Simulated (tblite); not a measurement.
Molecular dynamics of C$_{3}$F$_{4}$O$_{2}$ (part 2 of 2)

Continued. System: C$_{3}$F$_{4}$O$_{2}$. Method: GFN2-xTB Langevin dynamics, gas phase (tblite 0.8.0). 

Geometry of the input (Å):
```
O  -1.4909  -1.5658  -0.5725
C  -1.1614  -0.4626  -0.3654
F  -1.7092  0.5927  -0.9787
C  -0.0363  0.0245  0.5845
F  -0.4554  1.0780  1.3127
F  0.2800  -0.9652  1.4425
C  1.2042  0.4396  -0.2480
O  1.5640  1.5240  -0.4989
F  1.8186  -0.6591  -0.7013
```

Trajectory as extended XYZ, continued:
```
9
Properties=species:S:1:pos:R:3:forces:R:3 step=21 time_fs=525.0 energy=-909.32786 temperature=279.5
O    -2.3251   -1.6342    0.3498    0.1054   0.2545   0.8329
C    -1.4034   -1.0565   -0.0547    1.1075   0.1632  -1.1703
F    -1.2061   -1.0466   -1.4286    0.3512   0.3764   1.0805
C    -0.1780   -0.2381    0.6954   -0.2437  -2.0663  -0.5234
F    -0.7628    0.5612    1.5880    0.4892   0.0258  -0.1202
F     0.6471   -1.1583    1.3292   -1.2035   0.2144   0.4285
C     0.8192    0.3609   -0.3030   -0.6813   0.8051  -0.7476
O     0.7729    1.3913   -0.8515   -0.3273   1.1633  -0.0722
F     1.7636   -0.4876   -0.6365    0.4025  -0.9364   0.2918
9
Properties=species:S:1:pos:R:3:forces:R:3 step=22 time_fs=550.0 energy=-909.57694 temperature=446.4
O    -2.3085   -1.5061    0.5849    0.7096   0.1653  -1.1457
C    -1.4023   -1.0514   -0.0189   -0.6235   0.0837   0.5420
F    -1.3068   -0.8921   -1.3482   -0.4987  -0.4486   0.0625
C    -0.1770   -0.3781    0.6473    0.6186  -0.3822  -0.7598
F    -0.6856    0.4587    1.5335   -0.1261   0.9002   0.7809
F     0.5019   -1.3303    1.3362    0.1226   0.2163  -0.1205
C     0.7636    0.3633   -0.3758    0.5509   0.5595  -0.2413
O     0.6419    1.4153   -0.9123    0.0041  -1.7012   0.9106
F     1.8599   -0.4328   -0.5673   -0.7575   0.6071  -0.0286
9
Properties=species:S:1:pos:R:3:forces:R:3 step=23 time_fs=575.0 energy=-909.46321 temperature=579.7
O    -2.3146   -1.3545    0.6732   -2.0524  -0.8298   0.6760
C    -1.4798   -0.9262    0.0047    1.5830  -0.0024   0.1332
F    -1.5145   -0.7760   -1.2938   -0.2746   0.1037  -1.0535
C    -0.1346   -0.4859    0.6193   -0.6926   2.5986  -1.0915
F    -0.5488    0.4839    1.5032    0.0324   0.0197   0.6635
F     0.4119   -1.4519    1.2927    0.8872  -0.9140   0.5500
C     0.7794    0.3485   -0.3496    0.2284  -1.4613   0.7133
O     0.5732    1.3897   -0.8230   -0.1493   0.3816  -0.2189
F     1.9025   -0.3548   -0.5139    0.4379   0.1040  -0.3721
9
Properties=species:S:1:pos:R:3:forces:R:3 step=24 time_fs=600.0 energy=-909.17185 temperature=294.9
O    -2.4704   -1.2113    0.7354    1.2579   0.1590  -0.3292
C    -1.5407   -0.8604    0.0978   -1.2069   0.3320  -0.1487
F    -1.7509   -0.6459   -1.2617    1.1383  -0.1171   1.4470
C    -0.0998   -0.4692    0.7104   -1.1057   1.4248  -1.2027
F    -0.3781    0.5454    1.6434    0.1562  -1.3837  -0.4649
F     0.4651   -1.4961    1.2484    0.3397  -1.5847   1.4773
C     0.8874    0.2124   -0.2462   -2.1927   3.3484  -0.8586
O     0.5673    1.3106   -0.6291    1.0292  -1.3949   0.0454
F     2.0038   -0.3505   -0.5714    0.5839  -0.7838   0.0345
9
Properties=species:S:1:pos:R:3:forces:R:3 step=25 time_fs=625.0 energy=-909.47862 temperature=439.9
O    -2.5682   -1.0817    0.8410    0.7844   0.3212  -0.2340
C    -1.6357   -0.7180    0.2319    0.5720  -0.0708  -0.3631
F    -1.6825   -0.5024   -1.1115   -0.0067  -0.0560   0.5197
C    -0.1272   -0.4277    0.7371   -0.7762   0.3237  -0.9784
F    -0.2322    0.4538    1.7346   -0.2412   0.5777   0.8867
F     0.3690   -1.5435    1.2754    0.2590  -0.2864  -0.2334
C     0.8564    0.3382   -0.2710    0.3735  -3.4415   1.5043
O     0.7492    1.4105   -0.6406   -0.5671   2.6977  -1.0806
F     1.9763   -0.3900   -0.4720   -0.3978  -0.0655  -0.0213
9
Properties=species:S:1:pos:R:3:forces:R:3 step=26 time_fs=650.0 energy=-909.49963 temperature=474.6
O    -2.5328   -0.9393    0.8332   -0.8217  -0.4022   0.6333
C    -1.5808   -0.6397    0.2471    0.9567   0.6128   0.4712
F    -1.5481   -0.4082   -1.0359   -0.3132   0.0782  -1.6549
C    -0.1390   -0.3800    0.7879   -0.8482  -0.2135   1.3658
F    -0.2193    0.4207    1.8922   -0.1259  -0.0076  -0.1643
F     0.3088   -1.5722    1.2557    0.2228   0.1341  -0.2307
C     0.8203    0.2609   -0.1727    1.7805   2.4688  -1.5595
O     0.8787    1.3532   -0.6810   -0.8671  -2.4759   1.3250
F     1.8622   -0.5696   -0.3343    0.0161  -0.1947  -0.1858
9
Properties=species:S:1:pos:R:3:forces:R:3 step=27 time_fs=675.0 energy=-909.41571 temperature=319.5
O    -2.5234   -0.8504    0.8154    0.4897   0.5557  -0.1417
C    -1.5628   -0.4468    0.2651   -0.2164  -0.9802   1.3456
F    -1.5050   -0.2979   -1.0323    0.1238   0.3516  -0.8469
C    -0.1353   -0.2965    0.9192    0.2986  -0.8289   1.1250
F    -0.1738    0.3925    2.1099   -0.1602  -0.6438  -0.9766
F     0.3011   -1.5908    1.1846   -1.0218   0.6934   0.5293
C     0.9313    0.2345   -0.0131    0.3642  -0.7533  -1.0511
O     0.9038    1.2041   -0.6651    0.4542   0.3152   0.0606
F     1.8526   -0.7742   -0.2000   -0.3321   1.2903  -0.0443
9
Properties=species:S:1:pos:R:3:forces:R:3 step=28 time_fs=700.0 energy=-909.44322 temperature=618.9
O    -2.5864   -0.6260    0.8867    0.5649  -0.0834   0.0107
C    -1.5573   -0.4057    0.3823    0.2486   0.7678  -0.7862
F    -1.5007   -0.0492   -0.9684    0.1234  -0.4630   1.2290
C    -0.0857   -0.3454    1.0067   -0.9341  -0.6928  -0.5354
F    -0.1695    0.2624    2.2183    0.3016   0.2566  -0.8785
F     0.2688   -1.6313    1.3052   -0.1382   0.3378  -0.1762
C     0.9752    0.1869   -0.0713    0.0321  -0.2816   1.6519
O     1.0133    1.1669   -0.6990   -0.3313   0.1752  -0.1541
F     1.9592   -0.7103   -0.0532    0.1330  -0.0166  -0.3612
9
Properties=species:S:1:pos:R:3:forces:R:3 step=29 time_fs=725.0 energy=-909.34355 temperature=507.8
O    -2.5760   -0.4340    0.9629    0.0133  -0.1682   0.1233
C    -1.5710   -0.2832    0.3867    0.1839  -0.1896  -0.2039
F    -1.5449    0.2396   -0.8511    0.1922  -0.2257   0.1608
C    -0.1194   -0.4848    0.9684    0.5136   0.6190  -0.9971
F    -0.1419    0.2161    2.0890   -0.0504   1.2865   1.3048
F     0.2198   -1.7110    1.4168   -0.2422  -0.1793  -0.9769
C     1.0157    0.1602    0.0345   -0.3041   1.5414  -1.8554
O     1.0369    1.1467   -0.6584   -0.9225  -1.7933   2.0193
F     2.0635   -0.6231   -0.0106    0.6161  -0.8907   0.4251
9
Properties=species:S:1:pos:R:3:forces:R:3 step=30 time_fs=750.0 energy=-909.07972 temperature=317.9
O    -2.4961   -0.3266    1.1171    0.5079   0.0423  -1.2363
C    -1.5533   -0.1866    0.3945   -1.6307  -0.5572   3.2106
F    -1.6162    0.3187   -0.7804   -0.0918   0.4293  -1.6977
C    -0.1594   -0.4357    0.9714    1.3853   1.3308  -1.3437
F    -0.0888    0.4360    2.0483    0.0859  -1.0151  -0.0362
F     0.0584   -1.6912    1.2487   -0.0995  -1.2569   1.1987
C     0.9826    0.0957    0.0095   -0.1843  -3.6021   3.1185
O     0.8128    1.1141   -0.4611    0.9765   3.5664  -2.6572
F     2.0916   -0.7062    0.0750   -0.9493   1.0624  -0.5568
9
Properties=species:S:1:pos:R:3:forces:R:3 step=31 time_fs=775.0 energy=-909.31809 temperature=518.5
O    -2.5876   -0.1984    1.1161   -1.5337   0.1708   0.4724
C    -1.6543   -0.0267    0.4566    1.1971  -0.5181  -0.5361
F    -1.6685    0.2980   -0.8442   -0.1119   0.0609   0.3208
C    -0.2274   -0.3340    0.9498    1.3421   0.9531   0.6383
F     0.0331    0.5337    2.0745   -0.8029  -1.6461  -0.4884
F    -0.1057   -1.6644    1.2298   -0.1336   1.2740   0.3236
C     0.9453    0.1879    0.1038   -0.4867   1.9549  -1.9995
O     0.9716    1.2304   -0.4845   -0.2789  -1.3303   1.0238
F     1.9665   -0.6118    0.0755    0.8084  -0.9192   0.2450
9
Properties=species:S:1:pos:R:3:forces:R:3 step=32 time_fs=800.0 energy=-909.25376 temperature=541.5
O    -2.8172    0.0151    1.0621    3.0839   0.0106  -0.8081
C    -1.7477    0.0483    0.5293   -1.7108   0.6222  -0.7998
F    -1.7013    0.1953   -0.8657    0.0180  -0.1765   1.2023
C    -0.2329   -0.1274    0.9956   -1.2676  -0.6521  -1.3271
F    -0.0301    0.3559    2.1812    0.3651   1.8769   1.6932
F    -0.2001   -1.4456    1.2612    0.4384  -1.2863  -0.7171
C     0.9563    0.3148   -0.0012   -0.6405  -0.8308   1.2487
O     1.1022    1.3087   -0.5831   -0.2643   0.6002  -0.3820
F     1.8952   -0.6236    0.0751   -0.0222  -0.1642  -0.1101
9
Properties=species:S:1:pos:R:3:forces:R:3 step=33 time_fs=825.0 energy=-909.34234 temperature=510.0
O    -2.7273    0.2219    1.0898   -0.0938   0.4941  -0.1467
C    -1.7322    0.2209    0.4803    0.4019  -0.9559   0.0904
F    -1.7039    0.0108   -0.8779    0.2239   0.4618   1.1183
C    -0.2754   -0.0017    1.0802   -0.4823  -1.1738  -1.5069
F    -0.0399    0.4068    2.3236   -0.3185   0.0895  -0.3882
F    -0.2569   -1.4172    1.0834   -0.0703   1.1237   0.4131
C     0.8233    0.3771    0.0531    1.3109  -1.2141   0.5552
O     1.0482    1.2886   -0.6297   -0.6605   1.0145  -0.2176
F     1.7106   -0.6609    0.0328   -0.3114   0.1602   0.0824
9
Properties=species:S:1:pos:R:3:forces:R:3 step=34 time_fs=850.0 energy=-909.27962 temperature=404.0
O    -2.6229    0.5387    1.0692    0.2700  -0.4737  -0.9093
C    -1.6993    0.1610    0.4315   -0.9543   1.7325   2.0131
F    -1.6760   -0.0958   -0.8365   -0.4578  -0.3584  -1.3155
C    -0.3129   -0.0474    1.0068    0.1464  -1.9818   1.0459
F    -0.1774    0.3976    2.2707   -0.1929  -0.3077  -0.3357
F    -0.2649   -1.4569    0.9868   -0.1889   0.4674   0.9280
C     0.8250    0.3371    0.1031   -0.4990  -0.6093  -0.3862
O     0.8262    1.3093   -0.5425    1.1119   0.5827  -0.5661
F     1.5929   -0.7529   -0.0192    0.7645   0.9483  -0.4743
9
Properties=species:S:1:pos:R:3:forces:R:3 step=35 time_fs=875.0 energy=-909.50139 temperature=719.1
O    -2.5992    0.8855    1.0409    0.0415   0.1323   0.2033
C    -1.7607    0.2723    0.5250   -0.2504  -1.0602  -1.5595
F    -1.8435   -0.1010   -0.8139   -0.1987   0.3135   0.6570
C    -0.4165   -0.2668    0.9973    0.6473   0.2252   1.2253
F    -0.2741    0.2892    2.2769    0.3981  -0.6097  -1.1687
F    -0.2792   -1.6244    1.1503   -0.4471   1.2799  -0.2521
C     0.7081    0.2712    0.0188    0.7525   0.9255   0.7445
O     0.8464    1.3591   -0.4214   -0.7629  -0.7778   0.2418
F     1.6827   -0.6201   -0.0961   -0.1803  -0.4288  -0.0916
9
Properties=species:S:1:pos:R:3:forces:R:3 step=36 time_fs=900.0 energy=-909.39442 temperature=506.6
O    -2.4949    1.0678    1.0463    0.4896  -0.6854   0.1166
C    -1.8166    0.2711    0.5217   -0.4554   0.4323  -1.6969
F    -2.1211   -0.0548   -0.8361    0.7592  -0.0670   1.7570
C    -0.4521   -0.3356    0.9976   -0.0991   1.2936  -0.4849
F    -0.2648    0.1208    2.2386    0.1441   1.1058   1.0353
F    -0.4258   -1.6240    1.1939   -0.0932  -1.8005  -0.8483
C     0.7419    0.2823    0.1221   -1.2819  -0.8892   0.4409
O     0.7046    1.3821   -0.2607    0.4087   0.6483  -0.3245
F     1.7084   -0.5850   -0.0923    0.1279  -0.0379   0.0046
9
Properties=species:S:1:pos:R:3:forces:R:3 step=37 time_fs=925.0 energy=-909.25141 temperature=440.4
O    -2.3738    1.0652    1.1283   -1.6777   1.9006   0.5913
C    -1.8171    0.3777    0.3887    1.4044  -1.8080   1.4888
F    -2.2517   -0.0466   -0.7617    0.1282  -0.1563  -0.7811
C    -0.4829   -0.3334    0.9720   -0.7992   0.9354  -1.1545
F    -0.2754    0.2689    2.1778   -0.3880  -0.8358   0.2243
F    -0.6640   -1.6571    1.0527    0.4215   0.1046   0.3328
C     0.6447    0.2656    0.1342   -0.5864  -0.7136   0.3850
O     0.5659    1.3884   -0.1843    0.6841   0.7256  -0.6632
F     1.6313   -0.5638   -0.0814    0.8131  -0.1525  -0.4236
9
Properties=species:S:1:pos:R:3:forces:R:3 step=38 time_fs=950.0 energy=-909.40145 temperature=380.0
O    -2.4160    1.2667    1.1362   -0.0145  -1.7377  -1.3259
C    -1.9337    0.3608    0.5207    1.2805   2.6261   2.3337
F    -2.2051   -0.0692   -0.6504   -1.3223  -0.4890  -1.7534
C    -0.5588   -0.2563    0.9514   -0.4705  -0.3964  -0.9824
F    -0.3304    0.2083    2.1613    0.4448  -0.1186   1.4884
F    -0.7047   -1.6151    0.9656    0.5871   0.4517   0.1254
C     0.6206    0.3025    0.0795    0.2195   0.9936  -0.3267
O     0.6995    1.4413   -0.2595   -0.1312  -1.5438   0.3333
F     1.6062   -0.5792   -0.1463   -0.5933   0.2140   0.1076
9
Properties=species:S:1:pos:R:3:forces:R:3 step=39 time_fs=975.0 energy=-909.43222 temperature=448.8
O    -2.6119    1.3631    0.9572   -0.9652   2.3433   1.7582
C    -1.9049    0.5823    0.5345    1.4739  -3.5815  -1.8445
F    -2.3270   -0.0955   -0.6109    0.8223   0.1707   0.4799
C    -0.5233   -0.1487    0.9906   -0.7664   1.1956  -0.1267
F    -0.3026    0.0800    2.3134   -0.0020   0.2359  -0.4420
F    -0.6136   -1.4613    0.8536   -0.4245  -0.7266  -0.0748
C     0.6509    0.3376    0.0948    0.2301  -0.8594   0.5127
O     0.8183    1.3844   -0.3713   -0.1984   1.7550  -0.5157
F     1.5454   -0.6228   -0.1310   -0.1698  -0.5328   0.2529
9
Properties=species:S:1:pos:R:3:forces:R:3 step=40 time_fs=1000.0 energy=-909.43344 temperature=288.0
O    -2.5792    1.4426    0.9359    1.6741  -2.4525  -0.8993
C    -1.8975    0.5384    0.5215   -2.4297   2.9375  -0.4259
F    -2.2038   -0.1019   -0.6612   -0.0174   0.5541   0.9168
C    -0.5881   -0.0085    0.9543    1.5324  -1.0269   0.3379
F    -0.3055    0.0996    2.2797   -0.1929   0.3317  -0.5523
F    -0.6740   -1.3386    0.7086    0.0928  -0.4882   0.2484
C     0.6680    0.4437    0.0582   -0.3589  -0.6841  -0.1062
O     0.8288    1.4486   -0.5177    0.1118  -0.1512   0.3039
F     1.4694   -0.6415   -0.0712   -0.4123   0.9796   0.1767
```

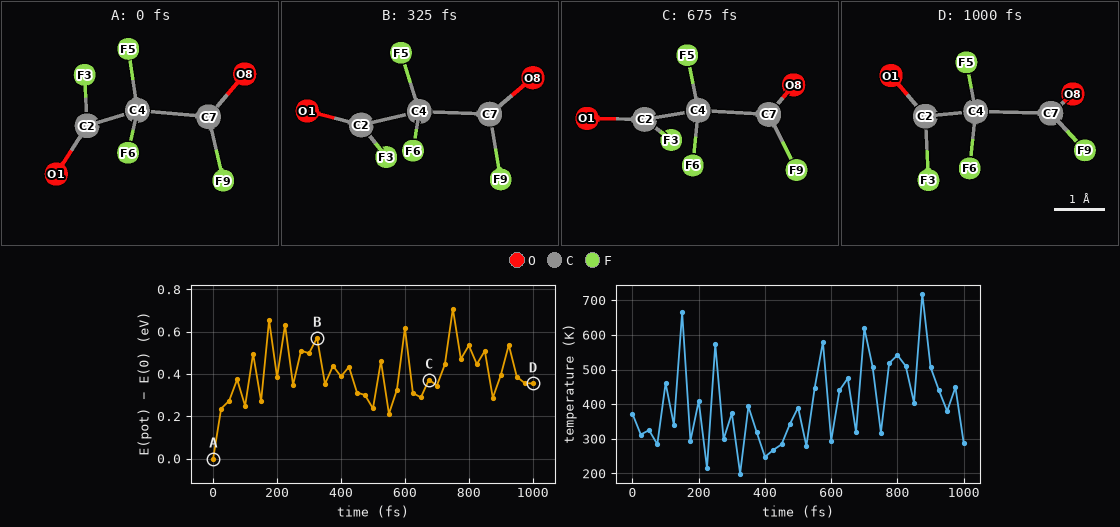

Fig. 1: Frames of the molecular dynamics (ball-and-stick, seen at a tilt) above the curves, on which the letters mark them. The trajectory kept here has 41 frames over 1000 fs. The temperature starts at 372 K, ranges from 200 to 719 K and averages 449 K over the second half. The potential energy ends 0.355 eV above its first value. After an unweighted best fit of the last frame on the first, the root-mean-square displacement is 1.14 Å, and O1 has moved furthest (2.15 Å).

Key numbers:

- outcome: finished
- mean temperature over the second half: 449 K
- trajectory: 41 frames kept, 1000 fs
- hardware: 1 CPU thread, shared host
- wall time: 26 s
- peak memory: 0.18 GiB
